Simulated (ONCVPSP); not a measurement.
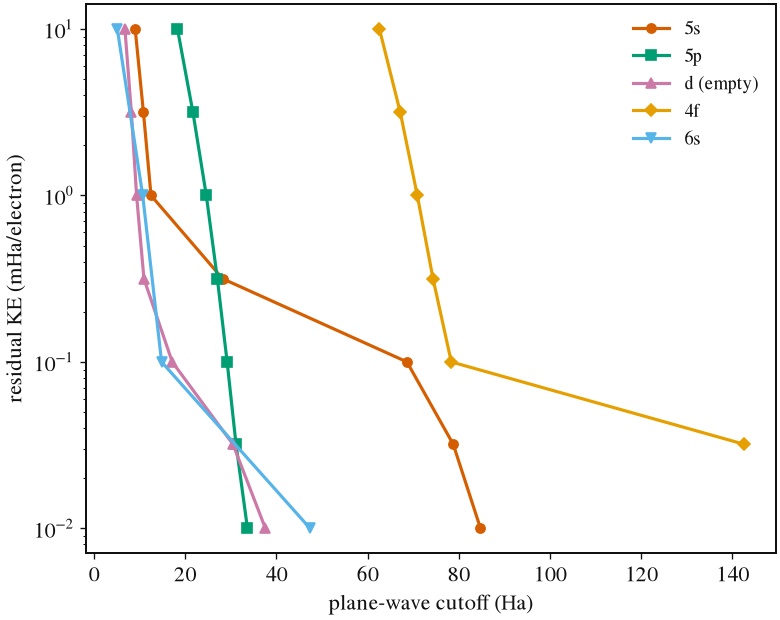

Residual kinetic energy of the pseudo-waves (the first of each channel, and further valence shells) beyond the plane-wave cutoff, as the generator prints it.

Input of ONCVPSP 4.0.1:

```
# ATOM AND REFERENCE CONFIGURATION
# atsym  z   nc   nv     iexc    psfile
  Ho 67.00    9    4        3      upf
#
#   n    l    f
    1    0    2.00
    2    0    2.00
    2    1    6.00
    3    0    2.00
    3    1    6.00
    3    2   10.00
    4    0    2.00
    4    1    6.00
    4    2   10.00
    4    3   11.00
    5    0    2.00
    5    1    6.00
    6    0    2.00
#
# PSEUDOPOTENTIAL AND OPTIMIZATION
# lmax
    3
#
#   l,   rc,      ep,       ncon, nbas, qcut
    0    1.90    0.00    5   10    5.10
    1    1.75    0.00    5    8    8.30
    2    1.95    0.05    4    7    4.40
    3    1.30    0.00    3    7   12.80
#
# LOCAL POTENTIAL
# lloc, lpopt,  rc(5),   dvloc0
    4    5    0.95    0.00
#
# VANDERBILT-KLEINMAN-BYLANDER PROJECTORs
# l, nproj, debl
    0    2    1.20
    1    2    1.60
    2    3    3.00
    3    2    2.20
#
# MODEL CORE CHARGE
# icmod, fcfact, rcfact
    1    0.55    0.00
#
# LOG DERIVATIVE ANALYSIS
# epsh1, epsh2, depsh
   -3.00    5.00    0.02
#
# OUTPUT GRID
# rlmax, drl
    6.00    0.01
#
# TEST CONFIGURATIONS
# ncnf
    4
# nvcnf
#   n    l    f
    4
    4    3   11.00
    5    0    2.00
    5    1    6.00
    6    0    1.00
#
    4
    4    3   11.00
    5    0    2.00
    5    1    6.00
    6    0    0.00
#
    4
    4    3   10.00
    5    0    2.00
    5    1    6.00
    6    0    0.00
#
    4
    4    3   11.00
    5    0    1.00
    5    1    6.00
    6    0    2.00
#
```

Command:
```bash
oncvpsp.x < Ho.dat > Ho.out
```

Functional and relativity: LDA (Perdew-Zunger), scalar-relativistic.

**Read the cutoffs for an error of 1 mHa per electron.**

4f: 71 Ha; 5p: 25 Ha; 5s: 13 Ha; 6s: 11 Ha; d (empty): 9.4 Ha.

**Which wave is the hardest at 1 mHa per electron, and which settings govern it?**

4f, with rc = 1.30 bohr and qcut = 12.8 1/bohr. The optimisation minimises, but can't always remove, the kinetic energy above qcut²/2 = 81.9 Ha, and a larger rc would as a rule soften the wave at some cost in transferability.

**Which cutoffs does the potential need for its occupied states?**

71 Ha for 1 mHa and 78 Ha for 0.1 mHa per electron. The first is set by 4f.

The potential isn't sound: its ghost test gives GHOST(-) flagged for s at -133.2 eV; GHOST(+) flagged for p at 113.2 eV.
